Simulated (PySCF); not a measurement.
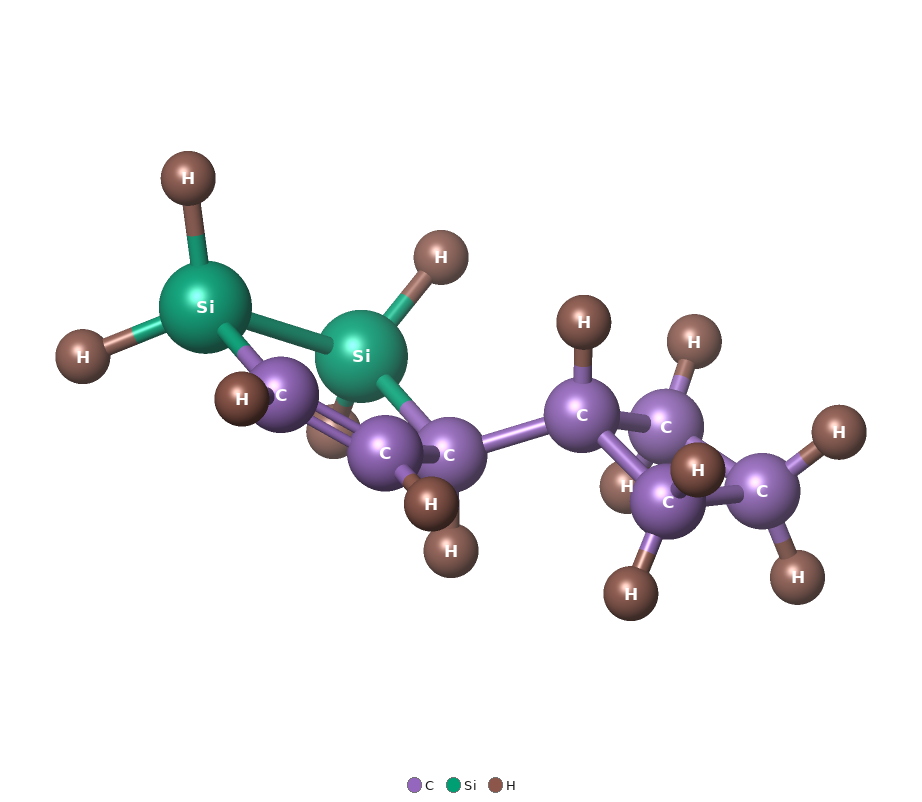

The computed structure is the end point of a GFN2-xTB optimisation. No frequency run is at hand to confirm it as a minimum. Method: PBE0/pcSseg-1, gas phase (PySCF 2.14.0).

What does the calculation give?

The species is C7H14Si2 (`C1=C[C@H](C2CCC2)[SiH2][SiH2]1`).
- dipole moment: 0.93 D
- HOMO energy (Kohn–Sham orbital): −7.46 eV
- LUMO energy (Kohn–Sham orbital): −0.22 eV
- HOMO–LUMO gap: 7.24 eV

The geometry is semi-empirical. Around Si such bond lengths and angles can be off by a tenth of an ångström or more and by several degrees, and values that hang on the shape move with them.
